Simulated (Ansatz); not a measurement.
**GeH₅ (doublet): B2PLYP, PBE-QIDH, RPA-PBE over a scan of the distance H1–H2 along a hydrogen transfer, cc-pVTZ**

Aim: run GeH₅ (doublet) with these functionals over a scan of the distance H1–H2 along a hydrogen transfer, and hold them against the top wave-function level at the same points.

Method: cc-pVTZ, all electrons in the functionals, frozen cores in the correlation of double hybrids and RPA; program: Ansatz 0.2.0, Gaussian basis.

Plan: B2PLYP, PBE-QIDH, RPA-PBE, at 0.745 Å; 0.797 Å; 0.901 Å; 1.005 Å; 1.109 Å.

### 1 The system

The geometry derives from fragments relaxed apart (PBE0/def2-TZVP) and kept rigid, so it is no stationary point. A hydrogen atom is moved between rigid fragments. No spin-orbit coupling is included. The filled d shell of Ge may be among the frozen orbitals whatever the setting's name suggests; the logs give the count.

6 atoms, charge 0, spin multiplicity 2.

Atoms are counted from 1 here; the program's logs count them from 0.

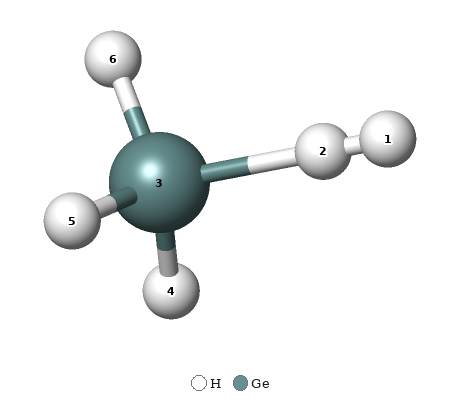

The structure; hydrogen white, germanium teal; atoms are numbered from 1 in the order of the file.

Geometry (Å):

```xyz
6
charge 0, multiplicity 2
H    -2.59843    0.00000    0.00000
H    -1.85343    0.00000    0.00000
Ge    0.04057    0.00000    0.00000
H     0.50924   -1.46592    0.00000
H     0.50924    0.73296   -1.26952
H     0.50924    0.73296    1.26952
```

No dispersion term is added.

The geometry shown and the zero of energy belong to the point 0.745 Å. The yardstick, UCCSDT(Q), and other wave-function levels (R restricted, U unrestricted, valence and pair active spaces) come from earlier runs.

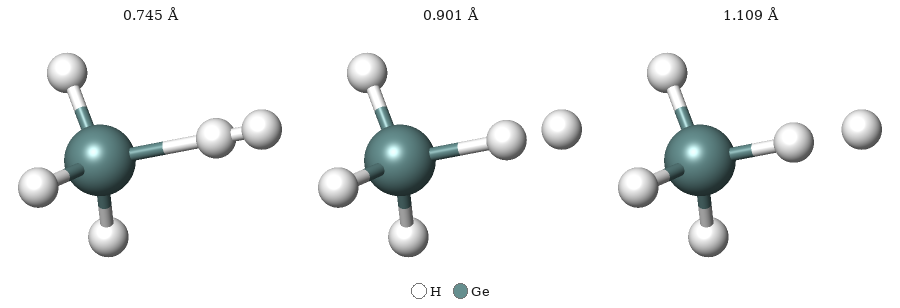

Three points of the scan; sticks are drawn by distance.

### 2 B2PLYP, 0.745 Å

in.yaml

```yaml
crystal:
  periodic: [false, false, false]
  atoms:
    - {symbol: H, position_ang: [-2.598425, 0.000000, -0.000001]}
    - {symbol: H, position_ang: [-1.853425, 0.000000, -0.000001]}
    - {symbol: Ge, position_ang: [0.040575, 0.000000, 0.000000]}
    - {symbol: H, position_ang: [0.509243, -1.465915, 0.000000]}
    - {symbol: H, position_ang: [0.509243, 0.732957, -1.269519]}
    - {symbol: H, position_ang: [0.509243, 0.732957, 1.269520]}
basis:
  gaussian: {orbitals: cc-pVTZ}
magnetization: {spin_polarized: true, initial_magnetization: 1}
hamiltonian: {xc: {name: B2PLYP}}
correlation: {electrons: outside_noble_gas}
```

Command:

```
> ansatz run in.yaml --threads 2 --pin off --events-out ev --progress --plain --max-ram 23808MiB --backend cuda --devices 0, --max-vram 18GiB
```

Log:

```text
Functional definition: B2PLYP
  name "B2PLYP"
  cite "Grimme, J. Chem. Phys. 124, 034108 (2006) doi:10.1063/1.2148954"
  cite "Becke, Phys. Rev. A 38, 3098 (1988) doi:10.1103/PhysRevA.38.3098"
  cite "Lee, Yang & Parr, Phys. Rev. B 37, 785 (1988) doi:10.1103/PhysRevB.37.785"
  parameter a = 0.53
  parameter c = 0.27
  exchange = (1 - a)*b88_x + a*exact_x
  correlation = (1 - c)*lyp_c + c*(mp2_os + mp2_ss)
646 factors; integrals over basis functions are off by at most 1.1e-3 eV
mean field evaluation 1: about -56584.8706 eV, gradient 6.8e0 eV
mean field evaluation 2: about -56584.8876 eV, gradient 6.8e0 eV
mean field evaluation 4: about -56585.1128 eV, gradient 1.1e0 eV
mean field evaluation 8: about -56585.1187 eV, gradient 2.3e-2 eV
mean field evaluation 16: about -56585.1187 eV, gradient 4.2e-5 eV
mean field -56585.11871371 eV, -2079.4647579579 hartree, gradient 8.6e-6 eV, S^2 0.756685; 0 other end points of the search recorded, 0 dependent functions left out
14 core orbitals not correlated: weight in the atoms' cores, before any rotation towards them, 0.999 or more for the frozen orbitals, at most 0.001 for the correlated occupied ones
reference -56585.11886258 eV, -2079.4647634287 hartree; 5, 4 occupied and 94, 95 virtual orbitals, 646 factors
second order -5.09400546 eV of doubles, -0.00000000 eV of singles
Total energy: -56586.49424405 eV, -2079.5153077656 hartree
```

It took 1.6 s on 1 × H100 (card shared with other runs) with 2 threads of AMD EPYC 7R13, shared host; peak host memory 0.78 GiB.

From the report: ⟨S²⟩ of the determinant 0.757 (pure doublet: 0.75).

### 3 B2PLYP, 0.797 Å

in.yaml

```yaml
crystal:
  periodic: [false, false, false]
  atoms:
    - {symbol: H, position_ang: [-2.599100, 0.000000, -0.000001]}
    - {symbol: H, position_ang: [-1.802100, 0.000000, -0.000001]}
    - {symbol: Ge, position_ang: [0.039900, 0.000000, 0.000000]}
    - {symbol: H, position_ang: [0.508568, -1.465915, 0.000000]}
    - {symbol: H, position_ang: [0.508569, 0.732957, -1.269519]}
    - {symbol: H, position_ang: [0.508568, 0.732957, 1.269520]}
basis:
  gaussian: {orbitals: cc-pVTZ}
magnetization: {spin_polarized: true, initial_magnetization: 1}
hamiltonian: {xc: {name: B2PLYP}}
correlation: {electrons: outside_noble_gas}
```

The command is unchanged.

Log, shortened:

```text
Functional definition: B2PLYP
  name "B2PLYP"
  cite "Grimme, J. Chem. Phys. 124, 034108 (2006) doi:10.1063/1.2148954"
  cite "Becke, Phys. Rev. A 38, 3098 (1988) doi:10.1103/PhysRevA.38.3098"
  cite "Lee, Yang & Parr, Phys. Rev. B 37, 785 (1988) doi:10.1103/PhysRevB.37.785"
[...]
648 factors; integrals over basis functions are off by at most 1.3e-3 eV
[...]
mean field -56585.09842884 eV, -2079.4640125027 hartree, gradient 9.9e-6 eV, S^2 0.758428; 0 other end points of the search recorded, 0 dependent functions left out
14 core orbitals not correlated: weight in the atoms' cores, before any rotation towards them, 0.999 or more for the frozen orbitals, at most 0.001 for the correlated occupied ones
reference -56585.09857542 eV, -2079.4640178892 hartree; 5, 4 occupied and 94, 95 virtual orbitals, 648 factors
second order -5.11416884 eV of doubles, -0.00000000 eV of singles
Total energy: -56586.47940100 eV, -2079.5147622935 hartree
```

Wall time 1.2 s (1 × H100 (card shared with other runs) with 2 threads of AMD EPYC 7R13, shared host); peak host memory 0.78 GiB.

From the report: ⟨S²⟩ of the determinant 0.758 (pure doublet: 0.75).

From 0.745 Å: +0.3 kcal/mol.

### 4 B2PLYP, 0.901 Å

in.yaml

```yaml
crystal:
  periodic: [false, false, false]
  atoms:
    - {symbol: H, position_ang: [-2.600450, 0.000000, -0.000001]}
    - {symbol: H, position_ang: [-1.699450, 0.000000, -0.000001]}
    - {symbol: Ge, position_ang: [0.038550, 0.000000, 0.000000]}
    - {symbol: H, position_ang: [0.507219, -1.465915, 0.000000]}
    - {symbol: H, position_ang: [0.507219, 0.732957, -1.269519]}
    - {symbol: H, position_ang: [0.507219, 0.732957, 1.269520]}
basis:
  gaussian: {orbitals: cc-pVTZ}
magnetization: {spin_polarized: true, initial_magnetization: 1}
hamiltonian: {xc: {name: B2PLYP}}
correlation: {electrons: outside_noble_gas}
```

Launched as before.

Log, shortened:

```text
Functional definition: B2PLYP
  name "B2PLYP"
  cite "Grimme, J. Chem. Phys. 124, 034108 (2006) doi:10.1063/1.2148954"
  cite "Becke, Phys. Rev. A 38, 3098 (1988) doi:10.1103/PhysRevA.38.3098"
  cite "Lee, Yang & Parr, Phys. Rev. B 37, 785 (1988) doi:10.1103/PhysRevB.37.785"
[...]
651 factors; integrals over basis functions are off by at most 1.1e-3 eV
[...]
mean field -56584.96324079 eV, -2079.4590444332 hartree, gradient 1.9e-6 eV, S^2 0.761905; 0 other end points of the search recorded, 0 dependent functions left out
14 core orbitals not correlated: weight in the atoms' cores, before any rotation towards them, 0.999 or more for the frozen orbitals, at most 0.001 for the correlated occupied ones
reference -56584.96338439 eV, -2079.4590497107 hartree; 5, 4 occupied and 94, 95 virtual orbitals, 651 factors
second order -5.12360140 eV of doubles, -0.00000000 eV of singles
Total energy: -56586.34675677 eV, -2079.5098877078 hartree
```

It took 1.6 s on 1 × H100 (card shared with other runs) with 2 threads of AMD EPYC 7R13, shared host; peak host memory 0.78 GiB.

From the report: ⟨S²⟩ of the determinant 0.762 (pure doublet: 0.75).

From 0.745 Å: +3.4 kcal/mol.

### 5 B2PLYP, 1.005 Å

in.yaml

```yaml
crystal:
  periodic: [false, false, false]
  atoms:
    - {symbol: H, position_ang: [-2.601799, 0.000000, -0.000001]}
    - {symbol: H, position_ang: [-1.596799, 0.000000, 0.000000]}
    - {symbol: Ge, position_ang: [0.037201, 0.000000, 0.000000]}
    - {symbol: H, position_ang: [0.505869, -1.465915, 0.000000]}
    - {symbol: H, position_ang: [0.505870, 0.732957, -1.269519]}
    - {symbol: H, position_ang: [0.505869, 0.732957, 1.269520]}
basis:
  gaussian: {orbitals: cc-pVTZ}
magnetization: {spin_polarized: true, initial_magnetization: 1}
hamiltonian: {xc: {name: B2PLYP}}
correlation: {electrons: outside_noble_gas}
```

Launched as before.

Log, shortened:

```text
Functional definition: B2PLYP
  name "B2PLYP"
  cite "Grimme, J. Chem. Phys. 124, 034108 (2006) doi:10.1063/1.2148954"
  cite "Becke, Phys. Rev. A 38, 3098 (1988) doi:10.1103/PhysRevA.38.3098"
  cite "Lee, Yang & Parr, Phys. Rev. B 37, 785 (1988) doi:10.1103/PhysRevB.37.785"
[...]
649 factors; integrals over basis functions are off by at most 1.3e-3 eV
[...]
mean field -56584.81845032 eV, -2079.4537234817 hartree, gradient 3.0e-6 eV, S^2 0.762366; 0 other end points of the search recorded, 0 dependent functions left out
14 core orbitals not correlated: weight in the atoms' cores, before any rotation towards them, 0.999 or more for the frozen orbitals, at most 0.001 for the correlated occupied ones
reference -56584.81859398 eV, -2079.4537287611 hartree; 5, 4 occupied and 94, 95 virtual orbitals, 649 factors
second order -5.08301513 eV of doubles, -0.00000000 eV of singles
Total energy: -56586.19100806 eV, -2079.5041640485 hartree
```

Run time: 1.3 s. Hardware: 1 × H100 (card shared with other runs) with 2 threads of AMD EPYC 7R13, shared host; peak host memory 0.78 GiB.

From the report: ⟨S²⟩ of the determinant 0.762 (pure doublet: 0.75).

From 0.745 Å: +7.0 kcal/mol.

### 6 B2PLYP, 1.109 Å

in.yaml

```yaml
crystal:
  periodic: [false, false, false]
  atoms:
    - {symbol: H, position_ang: [-2.603149, 0.000000, -0.000001]}
    - {symbol: H, position_ang: [-1.494149, 0.000000, 0.000000]}
    - {symbol: Ge, position_ang: [0.035851, 0.000000, 0.000000]}
    - {symbol: H, position_ang: [0.504520, -1.465915, 0.000000]}
    - {symbol: H, position_ang: [0.504520, 0.732957, -1.269519]}
    - {symbol: H, position_ang: [0.504520, 0.732957, 1.269520]}
basis:
  gaussian: {orbitals: cc-pVTZ}
magnetization: {spin_polarized: true, initial_magnetization: 1}
hamiltonian: {xc: {name: B2PLYP}}
correlation: {electrons: outside_noble_gas}
```

Launched as before.

Log, shortened:

```text
Functional definition: B2PLYP
  name "B2PLYP"
  cite "Grimme, J. Chem. Phys. 124, 034108 (2006) doi:10.1063/1.2148954"
  cite "Becke, Phys. Rev. A 38, 3098 (1988) doi:10.1103/PhysRevA.38.3098"
  cite "Lee, Yang & Parr, Phys. Rev. B 37, 785 (1988) doi:10.1103/PhysRevB.37.785"
[...]
647 factors; integrals over basis functions are off by at most 1.3e-3 eV
[...]
mean field -56584.68378191 eV, -2079.4487745089 hartree, gradient 2.5e-6 eV, S^2 0.759396; 0 other end points of the search recorded, 0 dependent functions left out
14 core orbitals not correlated: weight in the atoms' cores, before any rotation towards them, 0.999 or more for the frozen orbitals, at most 0.001 for the correlated occupied ones
reference -56584.68392613 eV, -2079.4487798088 hartree; 5, 4 occupied and 94, 95 virtual orbitals, 647 factors
second order -5.00777357 eV of doubles, -0.00000000 eV of singles
Total energy: -56586.03602499 eV, -2079.4984685255 hartree
```

It took 1.4 s on 1 × H100 (card shared with other runs) with 2 threads of AMD EPYC 7R13, shared host; peak host memory 0.78 GiB.

From the report: ⟨S²⟩ of the determinant 0.759 (pure doublet: 0.75).

From 0.745 Å: +10.6 kcal/mol.

### 7 PBE-QIDH, 0.745 Å

in.yaml

```yaml
crystal:
  periodic: [false, false, false]
  atoms:
    - {symbol: H, position_ang: [-2.598425, 0.000000, -0.000001]}
    - {symbol: H, position_ang: [-1.853425, 0.000000, -0.000001]}
    - {symbol: Ge, position_ang: [0.040575, 0.000000, 0.000000]}
    - {symbol: H, position_ang: [0.509243, -1.465915, 0.000000]}
    - {symbol: H, position_ang: [0.509243, 0.732957, -1.269519]}
    - {symbol: H, position_ang: [0.509243, 0.732957, 1.269520]}
basis:
  gaussian: {orbitals: cc-pVTZ}
magnetization: {spin_polarized: true, initial_magnetization: 1}
hamiltonian: {xc: {name: PBE-QIDH}}
correlation: {electrons: outside_noble_gas}
```

The command is unchanged.

Log, shortened:

```text
Functional definition: PBE-QIDH
  name "PBE-QIDH"
  cite "Brémond, Sancho-García, Pérez-Jiménez & Adamo, J. Chem. Phys. 141, 031101 (2014) doi:10.1063/1.4890314"
  cite "Perdew, Burke & Ernzerhof, Phys. Rev. Lett. 77, 3865 (1996) doi:10.1103/PhysRevLett.77.3865"
[...]
646 factors; integrals over basis functions are off by at most 1.1e-3 eV
[...]
mean field -56578.76641338 eV, -2079.2313152263 hartree, gradient 2.1e-6 eV, S^2 0.759200; 0 other end points of the search recorded, 0 dependent functions left out
14 core orbitals not correlated: weight in the atoms' cores, before any rotation towards them, 0.999 or more for the frozen orbitals, at most 0.000 for the correlated occupied ones
reference -56578.76642573 eV, -2079.2313156804 hartree; 5, 4 occupied and 94, 95 virtual orbitals, 646 factors
second order -4.71058886 eV of doubles, -0.00000000 eV of singles
Total energy: -56580.33662202 eV, -2079.2890193296 hartree
```

Run time: 1.4 s. Hardware: 1 × H100 (card shared with other runs) with 2 threads of AMD EPYC 7R13, shared host; peak host memory 0.77 GiB.

From the report: ⟨S²⟩ of the determinant 0.759 (pure doublet: 0.75).

### 8 PBE-QIDH, 0.797 Å

in.yaml

```yaml
crystal:
  periodic: [false, false, false]
  atoms:
    - {symbol: H, position_ang: [-2.599100, 0.000000, -0.000001]}
    - {symbol: H, position_ang: [-1.802100, 0.000000, -0.000001]}
    - {symbol: Ge, position_ang: [0.039900, 0.000000, 0.000000]}
    - {symbol: H, position_ang: [0.508568, -1.465915, 0.000000]}
    - {symbol: H, position_ang: [0.508569, 0.732957, -1.269519]}
    - {symbol: H, position_ang: [0.508568, 0.732957, 1.269520]}
basis:
  gaussian: {orbitals: cc-pVTZ}
magnetization: {spin_polarized: true, initial_magnetization: 1}
hamiltonian: {xc: {name: PBE-QIDH}}
correlation: {electrons: outside_noble_gas}
```

The command is unchanged.

Log, shortened:

```text
Functional definition: PBE-QIDH
  name "PBE-QIDH"
  cite "Brémond, Sancho-García, Pérez-Jiménez & Adamo, J. Chem. Phys. 141, 031101 (2014) doi:10.1063/1.4890314"
  cite "Perdew, Burke & Ernzerhof, Phys. Rev. Lett. 77, 3865 (1996) doi:10.1103/PhysRevLett.77.3865"
[...]
648 factors; integrals over basis functions are off by at most 1.3e-3 eV
[...]
mean field -56578.74594116 eV, -2079.2305628861 hartree, gradient 2.3e-6 eV, S^2 0.761567; 0 other end points of the search recorded, 0 dependent functions left out
14 core orbitals not correlated: weight in the atoms' cores, before any rotation towards them, 0.999 or more for the frozen orbitals, at most 0.000 for the correlated occupied ones
reference -56578.74595328 eV, -2079.2305633317 hartree; 5, 4 occupied and 94, 95 virtual orbitals, 648 factors
second order -4.72521930 eV of doubles, -0.00000000 eV of singles
Total energy: -56580.32102638 eV, -2079.2884462005 hartree
```

Wall time 1.2 s (1 × H100 (card shared with other runs) with 2 threads of AMD EPYC 7R13, shared host); peak host memory 0.77 GiB.

From the report: ⟨S²⟩ of the determinant 0.762 (pure doublet: 0.75).

From 0.745 Å: +0.4 kcal/mol.

### 9 PBE-QIDH, 0.901 Å

in.yaml

```yaml
crystal:
  periodic: [false, false, false]
  atoms:
    - {symbol: H, position_ang: [-2.600450, 0.000000, -0.000001]}
    - {symbol: H, position_ang: [-1.699450, 0.000000, -0.000001]}
    - {symbol: Ge, position_ang: [0.038550, 0.000000, 0.000000]}
    - {symbol: H, position_ang: [0.507219, -1.465915, 0.000000]}
    - {symbol: H, position_ang: [0.507219, 0.732957, -1.269519]}
    - {symbol: H, position_ang: [0.507219, 0.732957, 1.269520]}
basis:
  gaussian: {orbitals: cc-pVTZ}
magnetization: {spin_polarized: true, initial_magnetization: 1}
hamiltonian: {xc: {name: PBE-QIDH}}
correlation: {electrons: outside_noble_gas}
```

Same command.

Log, shortened:

```text
Functional definition: PBE-QIDH
  name "PBE-QIDH"
  cite "Brémond, Sancho-García, Pérez-Jiménez & Adamo, J. Chem. Phys. 141, 031101 (2014) doi:10.1063/1.4890314"
  cite "Perdew, Burke & Ernzerhof, Phys. Rev. Lett. 77, 3865 (1996) doi:10.1103/PhysRevLett.77.3865"
[...]
651 factors; integrals over basis functions are off by at most 1.1e-3 eV
[...]
mean field -56578.61415655 eV, -2079.2257198911 hartree, gradient 1.7e-6 eV, S^2 0.766338; 0 other end points of the search recorded, 0 dependent functions left out
14 core orbitals not correlated: weight in the atoms' cores, before any rotation towards them, 0.999 or more for the frozen orbitals, at most 0.000 for the correlated occupied ones
reference -56578.61416821 eV, -2079.2257203196 hartree; 5, 4 occupied and 94, 95 virtual orbitals, 651 factors
second order -4.72564588 eV of doubles, -0.00000000 eV of singles
Total energy: -56580.18938350 eV, -2079.2836084139 hartree
```

Run time: 1.5 s. Hardware: 1 × H100 (card shared with other runs) with 2 threads of AMD EPYC 7R13, shared host; peak host memory 0.78 GiB.

From the report: ⟨S²⟩ of the determinant 0.766 (pure doublet: 0.75).

From 0.745 Å: +3.4 kcal/mol.

### 10 PBE-QIDH, 1.005 Å

in.yaml

```yaml
crystal:
  periodic: [false, false, false]
  atoms:
    - {symbol: H, position_ang: [-2.601799, 0.000000, -0.000001]}
    - {symbol: H, position_ang: [-1.596799, 0.000000, 0.000000]}
    - {symbol: Ge, position_ang: [0.037201, 0.000000, 0.000000]}
    - {symbol: H, position_ang: [0.505869, -1.465915, 0.000000]}
    - {symbol: H, position_ang: [0.505870, 0.732957, -1.269519]}
    - {symbol: H, position_ang: [0.505869, 0.732957, 1.269520]}
basis:
  gaussian: {orbitals: cc-pVTZ}
magnetization: {spin_polarized: true, initial_magnetization: 1}
hamiltonian: {xc: {name: PBE-QIDH}}
correlation: {electrons: outside_noble_gas}
```

Same command.

Log, shortened:

```text
Functional definition: PBE-QIDH
  name "PBE-QIDH"
  cite "Brémond, Sancho-García, Pérez-Jiménez & Adamo, J. Chem. Phys. 141, 031101 (2014) doi:10.1063/1.4890314"
  cite "Perdew, Burke & Ernzerhof, Phys. Rev. Lett. 77, 3865 (1996) doi:10.1103/PhysRevLett.77.3865"
[...]
649 factors; integrals over basis functions are off by at most 1.3e-3 eV
[...]
mean field -56578.48203584 eV, -2079.2208645447 hartree, gradient 4.1e-6 eV, S^2 0.766672; 0 other end points of the search recorded, 0 dependent functions left out
14 core orbitals not correlated: weight in the atoms' cores, before any rotation towards them, 0.999 or more for the frozen orbitals, at most 0.000 for the correlated occupied ones
reference -56578.48204734 eV, -2079.2208649671 hartree; 5, 4 occupied and 94, 95 virtual orbitals, 649 factors
second order -4.68454069 eV of doubles, -0.00000000 eV of singles
Total energy: -56580.04356090 eV, -2079.2782495322 hartree
```

It took 1.4 s on 1 × H100 (card shared with other runs) with 2 threads of AMD EPYC 7R13, shared host; peak host memory 0.77 GiB.

From the report: ⟨S²⟩ of the determinant 0.767 (pure doublet: 0.75).

From 0.745 Å: +6.8 kcal/mol.

### 11 PBE-QIDH, 1.109 Å

in.yaml

```yaml
crystal:
  periodic: [false, false, false]
  atoms:
    - {symbol: H, position_ang: [-2.603149, 0.000000, -0.000001]}
    - {symbol: H, position_ang: [-1.494149, 0.000000, 0.000000]}
    - {symbol: Ge, position_ang: [0.035851, 0.000000, 0.000000]}
    - {symbol: H, position_ang: [0.504520, -1.465915, 0.000000]}
    - {symbol: H, position_ang: [0.504520, 0.732957, -1.269519]}
    - {symbol: H, position_ang: [0.504520, 0.732957, 1.269520]}
basis:
  gaussian: {orbitals: cc-pVTZ}
magnetization: {spin_polarized: true, initial_magnetization: 1}
hamiltonian: {xc: {name: PBE-QIDH}}
correlation: {electrons: outside_noble_gas}
```

Launched as before.

Log, shortened:

```text
Functional definition: PBE-QIDH
  name "PBE-QIDH"
  cite "Brémond, Sancho-García, Pérez-Jiménez & Adamo, J. Chem. Phys. 141, 031101 (2014) doi:10.1063/1.4890314"
  cite "Perdew, Burke & Ernzerhof, Phys. Rev. Lett. 77, 3865 (1996) doi:10.1103/PhysRevLett.77.3865"
[...]
647 factors; integrals over basis functions are off by at most 1.3e-3 eV
[...]
mean field -56578.36715952 eV, -2079.2166429176 hartree, gradient 4.0e-6 eV, S^2 0.762108; 0 other end points of the search recorded, 0 dependent functions left out
14 core orbitals not correlated: weight in the atoms' cores, before any rotation towards them, 0.999 or more for the frozen orbitals, at most 0.001 for the correlated occupied ones
reference -56578.36717095 eV, -2079.2166433376 hartree; 5, 4 occupied and 94, 95 virtual orbitals, 647 factors
second order -4.61889464 eV of doubles, -0.00000000 eV of singles
Total energy: -56579.90680249 eV, -2079.2732237533 hartree
```

Wall time 1.5 s (1 × H100 (card shared with other runs) with 2 threads of AMD EPYC 7R13, shared host); peak host memory 0.77 GiB.

From the report: ⟨S²⟩ of the determinant 0.762 (pure doublet: 0.75).

From 0.745 Å: +9.9 kcal/mol.

### 12 RPA-PBE, 0.745 Å

in.yaml

```yaml
crystal:
  periodic: [false, false, false]
  atoms:
    - {symbol: H, position_ang: [-2.598425, 0.000000, -0.000001]}
    - {symbol: H, position_ang: [-1.853425, 0.000000, -0.000001]}
    - {symbol: Ge, position_ang: [0.040575, 0.000000, 0.000000]}
    - {symbol: H, position_ang: [0.509243, -1.465915, 0.000000]}
    - {symbol: H, position_ang: [0.509243, 0.732957, -1.269519]}
    - {symbol: H, position_ang: [0.509243, 0.732957, 1.269520]}
basis:
  gaussian: {orbitals: cc-pVTZ}
magnetization: {spin_polarized: true, initial_magnetization: 1}
hamiltonian: {xc: {name: PBE}}
correlation: {method: rpa, electrons: outside_noble_gas}
```

Same command.

Log, shortened:

```text
Functional definition: PBE
  name "PBE"
  cite "Perdew, Burke & Ernzerhof, Phys. Rev. Lett. 77, 3865 (1996) doi:10.1103/PhysRevLett.77.3865"
  parent pbe
[...]
646 factors; integrals over basis functions are off by at most 1.1e-3 eV
[...]
mean field -56589.08668782 eV, -2079.6105783169 hartree, gradient 3.6e-7 eV, S^2 0.752701; 0 other end points of the search recorded, 0 dependent functions left out
14 core orbitals not correlated: weight in the atoms' cores, before any rotation towards them, 0.998 or more for the frozen orbitals, at most 0.001 for the correlated occupied ones
reference -56550.12309231 eV, -2078.1786925923 hartree; 5, 4 occupied and 94, 95 virtual orbitals, 646 factors
Total energy: -56559.33794517 eV, -2078.5173321887 hartree
```

It took 1.8 s on 1 × H100 (card shared with other runs) with 2 threads of AMD EPYC 7R13, shared host; peak host memory 0.86 GiB.

From the report: ⟨S²⟩ of the determinant 0.753 (pure doublet: 0.75).

(Part 1 of 2 ends here.)
